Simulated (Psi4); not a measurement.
# wB97X-D/def2-SVP (sweep point 5) run of HF (hydrogen fluoride)

Aim: the vertical electron affinity of HF (hydrogen fluoride) at wB97X-D/def2-SVP (sweep point 5), from 2 runs. 

The results are computed with Psi4 1.11.

4 further runs of the same task are left out: 4 set aside as unsound or not needed.

## Step 1: The structure to begin with

HF: 2 atoms, total charge 0, spin state singlet. As SMILES, `F`. The coordinates come from a PBE0-D4/def2-TZVP relaxation.

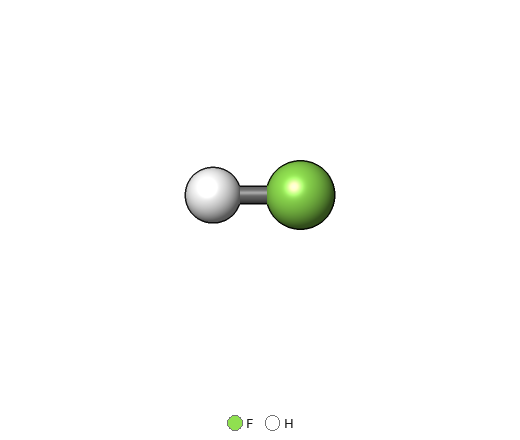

Viewed from a chosen angle; fluorine green, hydrogen white.

## Step 2: A single-point energy at wB97X-D/def2-SVP (sweep point 5)

File input.inp:

```
memory 1600 mb

molecule mol {
  0 1
  F     -0.390000     0.144600    -0.196400
  H      0.390000    -0.144600     0.196400
  units angstrom
  symmetry c1
}

set {
  basis                def2-SVP
  puream               true
  scf_type             pk
  dft_radial_points    75
  dft_spherical_points 302
}

energy_value = energy('wb97x-d')
```

Started as:

```sh
$ psi4 -n 1 input.inp input.out
```

input.out (excerpt; [...] marks lines left out):

```text
[...]
  Running in c1 symmetry.
[...]
  Nuclear repulsion =    5.176952311050555
[...]
  Multiplicity = 1
[...]
  Nalpha       = 5
  Nbeta        = 5
[...]
    Number of basis functions: 19
[...]
   @RKS iter   1:  -100.28095838958107   -2.40659e-01   1.99409e-02 DIIS/ADIIS
[...]
   @RKS iter   7:  -100.32965164947477   -9.54131e-10   1.98790e-07 DIIS
[...]
    Orbital Energies [Eh]
    ---------------------
    Doubly Occupied:
       1A    -24.782531     2A     -1.257906     3A     -0.614802
       4A     -0.477224     5A     -0.477224
[...]
  @RKS Final Energy:  -100.32965164947477
   => Energetics <=
    Nuclear Repulsion Energy =              5.1769523110505551
    One-Electron Energy =                -150.5663567860109140
    Two-Electron Energy =                  52.7190179568650592
    DFT Exchange-Correlation Energy =      -7.6592645255163072
    Empirical Dispersion Energy =          -0.0000006058631474
    VV10 Nonlocal Energy =                  0.0000000000000000
    Total Energy =                       -100.3296516494747692
[...]
 Multipole Moments:
 ------------------------------------------------------------------------------------
     Multipole            Electronic (a.u.)      Nuclear  (a.u.)        Total (a.u.)
 ------------------------------------------------------------------------------------
 L = 1.  Multiply by 2.5417464519 to convert [e a0] to [Debye]
 Dipole X            :         -0.0000000           -0.0000000           -0.0000000
 Dipole Y            :         -0.0000000            0.0000000           -0.0000000
 Dipole Z            :         -0.1258032            0.8627082            0.7369050
 Magnitude           :                                                    0.7369050
[...]
```

It took 3.3 s on 1 thread of Intel Xeon Platinum 8488C (Sapphire Rapids), shared host; peak memory 0.21 GiB.

## Step 3: The doublet anion at the same level

File fh.in:

```
memory 1600 mb

molecule system {
  -1 2
  F     -0.390000     0.144600    -0.196400
  H      0.390000    -0.144600     0.196400
  symmetry c1
}

set basis def2-SVP
set reference uks
set puream true
set scf_type pk
set dft_radial_points 75
set dft_spherical_points 302
set maxiter 100

result = energy('wb97x-d')
```

Started as:

```sh
$ psi4 -i fh.in -o fh.out -n 1
```

fh.out (excerpt; [...] marks lines left out):

```text
[...]
  Running in c1 symmetry.
[...]
  Nuclear repulsion =    5.176952311050555
[...]
  Multiplicity = 2
[...]
  Nalpha       = 6
  Nbeta        = 5
[...]
    Number of basis functions: 19
[...]
   @UKS iter   1:  -100.08867969267099   -4.83802e-02   2.57153e-02 DIIS/ADIIS
[...]
   @UKS iter   8:  -100.17225429565289   -6.14364e-10   1.98024e-07 DIIS
[...]
   @S^2 Observed:                7.503188858E-01
[...]
    Orbital Energies [Eh]
    ---------------------
    Alpha Occupied:
       1A    -24.419039     2A     -0.908148     3A     -0.277065
       4A     -0.138041     5A     -0.138041     6A      0.187315
    Alpha Virtual:
       7A      1.018216     8A      1.518423     9A      1.544492
      10A      1.544492    11A      1.765150    12A      1.925745
      13A      1.925745    14A      2.756046    15A      3.529697
      16A      3.529698    17A      3.852096    18A      3.852096
      19A      4.679889
    Beta Occupied:
[...]
  @UKS Final Energy:  -100.17225429565289
   => Energetics <=
    Nuclear Repulsion Energy =              5.1769523110505551
    One-Electron Energy =                -153.8874088487426661
    Two-Electron Energy =                  56.3207474242735202
    DFT Exchange-Correlation Energy =      -7.7825445763711407
    Empirical Dispersion Energy =          -0.0000006058631474
    VV10 Nonlocal Energy =                  0.0000000000000000
    Total Energy =                       -100.1722542956528912
[...]
 Multipole Moments:
 ------------------------------------------------------------------------------------
     Multipole            Electronic (a.u.)      Nuclear  (a.u.)        Total (a.u.)
 ------------------------------------------------------------------------------------
 L = 1.  Multiply by 2.5417464519 to convert [e a0] to [Debye]
 Dipole X            :          0.0000000           -0.0000000           -0.0000000
 Dipole Y            :         -0.0000000            0.0000000           -0.0000000
 Dipole Z            :         -2.0342956            0.8627082           -1.1715874
 Magnitude           :                                                    1.1715874
[...]
```

Wall time 2.7 s (1 thread of Intel Xeon Platinum 8488C (Sapphire Rapids), shared host); peak memory 0.21 GiB.

## Step 4: Summary of results

At wB97X-D/def2-SVP (sweep point 5):

```
                                         quantity          value
                         singlet HF: total energy  -100.32965 Eh
                        singlet HF: dipole moment         1.87 D
                          singlet HF: HOMO energy      -12.99 eV
                          singlet HF: LUMO energy        3.79 eV
                        singlet HF: HOMO–LUMO gap       16.78 eV
                    singlet HF: dispersion energy    0.00 kJ/mol
                      doublet anion: total energy  -100.17225 Eh
doublet anion: HOMO energy (highest over α and β)        5.10 eV
 doublet anion: LUMO energy (lowest over α and β)       13.82 eV
                 doublet anion: dispersion energy    0.00 kJ/mol
                              doublet anion: ⟨S²⟩          0.750
vertical electron affinity (to the doublet anion)      -4.283 eV
```

What this shows: The anion lies 4.28 eV (99 kcal/mol) above the neutral: the electron isn't bound at this level, and such a value depends on the basis. Without diffuse functions anions come out too high. The HOMO (doublet anion) lies at positive energy, 5.10 eV; only total energies tell whether the electron is bound.
